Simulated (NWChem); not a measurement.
# CF4 (tetrafluoromethane): PBE0/6-311+G(d,p)

Aim: the electronic atomisation energy of CF4 (tetrafluoromethane) at PBE0/6-311+G**, from 3 runs. 

The results are computed with NWChem 7.3.0.

7 further runs of the same task are left out: 6 that didn't finish, 1 set aside as unsound or not needed.

### 1 The molecule

CF4: 5 atoms, total charge 0, spin state singlet. As SMILES, `FC(F)(F)F`. The coordinates come from a PBE0-D4/def2-TZVP relaxation.

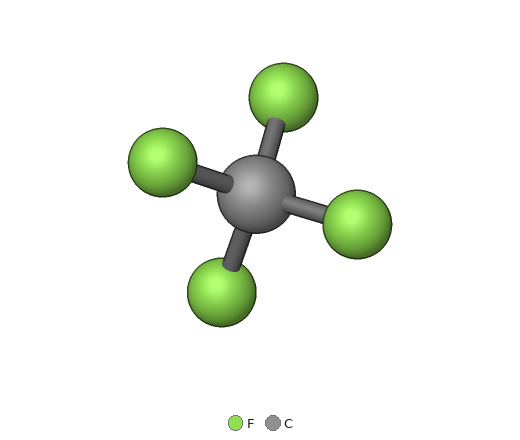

The structure, seen from a chosen angle (fluorine green, carbon grey).

### 2 A single-point energy at PBE0/6-311+G(d,p)

test.nw reads:

```
START test
memory total 2200 mb

GEOMETRY noautosym nocenter noautoz
  F    -0.850100    0.025300    0.989500
  C     0.010000   -0.014700   -0.008300
  F     1.157500   -0.501300    0.420100
  F    -0.464000   -0.786000   -0.966200
  F     0.196600    1.203000   -0.476700
END

BASIS spherical bse
  * library 6-311+G**
END

DFT
  xc pbe0
  grid lebedev 35 6
  convergence energy 1e-08
  maxiter 100
  mulliken
  noprint "final vectors analysis"
END

TASK dft energy
```

Launch:

```
$ nwchem test.nw > test.out
```

What it wrote:

```text
[...]
          Wavefunction type:  closed shell.
          No. of atoms     :     5
          No. of electrons :    42
[...]
          Charge           :     0
          Spin multiplicity:     1
[...]
          AO basis - number of functions:   110
[...]
              XC Information
              --------------
                         PBE0 Method XC Functional
                     Hartree-Fock (Exact) Exchange  0.250
          PerdewBurkeErnzerhof Exchange Functional  0.750
            Perdew 1991 LDA Correlation Functional  1.000 local
           PerdewBurkeErnz. Correlation Functional  1.000 non-local
[...]
 d= 0,ls=0.0,diis     1   -436.9931857305 -6.43D+02  1.33D-02  2.39D+00     1.4
[...]
 d= 0,ls=0.0,diis     7   -437.2109637480 -4.46D-09  3.17D-07  2.38D-09     7.0
         Total DFT energy =     -437.210963747986
      One electron energy =    -1017.198947436060
           Coulomb energy =      420.680695329603
    Exchange-Corr. energy =      -46.912781791354
 Nuclear repulsion energy =      206.220070149824
[...]
      Total Density - Mulliken Population Analysis
     ---------------------------------------------
    Atom       Charge   Shell Charges
 -----------   ------   -------------------------------------------------------
    1 F    9     9.13   1.08  0.92  1.17  1.09  2.37  0.88  1.60 -0.03  0.06  0.01
    2 C    6     5.48   1.10  0.89  0.54  0.79  1.43 -0.08  0.32  0.02  0.08  0.39
    3 F    9     9.13   1.08  0.92  1.17  1.09  2.37  0.88  1.60 -0.03  0.06  0.01
    4 F    9     9.13   1.08  0.92  1.17  1.09  2.37  0.88  1.60 -0.03  0.06  0.01
    5 F    9     9.13   1.08  0.92  1.17  1.09  2.37  0.88  1.60 -0.03  0.06  0.01
[...]
```

Wall time 7.8 s (1 thread of AMD EPYC 9R14 (Zen 4), shared host); peak memory 0.11 GiB.

### 3 The C atom

mol.nw reads:

```
start mol
title "C energy"
memory stack 880 mb heap 220 mb global 1100 mb

geometry noautosym nocenter noautoz
C        0.000000       0.000000       0.000000
end

basis spherical bse
* library 6-311+G**
end

dft
xc pbe0
mult 3
grid lebedev 35 6
convergence energy 1e-08
maxiter 100
mulliken
print low
end

task dft energy
```

Run the same way, it converges to -37.80298 Eh (log not shown).

### 4 The F atom, same level

f.nw reads:

```
START f
TITLE "F energy"
memory stack 880 mb heap 220 mb global 1100 mb
charge 0
GEOMETRY noautosym nocenter noautoz
  F      0.000000     0.000000     0.000000
END
BASIS spherical bse
  * library 6-311+G**
END
DFT
  xc pbe0
  mult 2
  grid lebedev 35 6
  convergence energy 1e-08
  maxiter 100
  mulliken
  noprint "final vectors analysis"
END
TASK dft energy
```

Run the same way, it converges to -99.66603 Eh (log not shown).

### 5 Summary of results

At PBE0/6-311+G**:

```
                     quantity          value
       molecule: total energy  -437.21096 Eh
      molecule: dipole moment         0.00 D
         C atom: total energy   -37.80298 Eh
                 C atom: ⟨S²⟩          2.003
         F atom: total energy   -99.66603 Eh
                 F atom: ⟨S²⟩          0.751
electronic atomisation energy      20.242 eV
```

In words: Taking the molecule apart into free atoms costs 20.24 eV (467 kcal/mol), before zero-point energy and without spin-orbit coupling. Mulliken charges (molecule) run from -0.13 on F1 to +0.52 on C2; in a basis this large or diffuse they mean little.
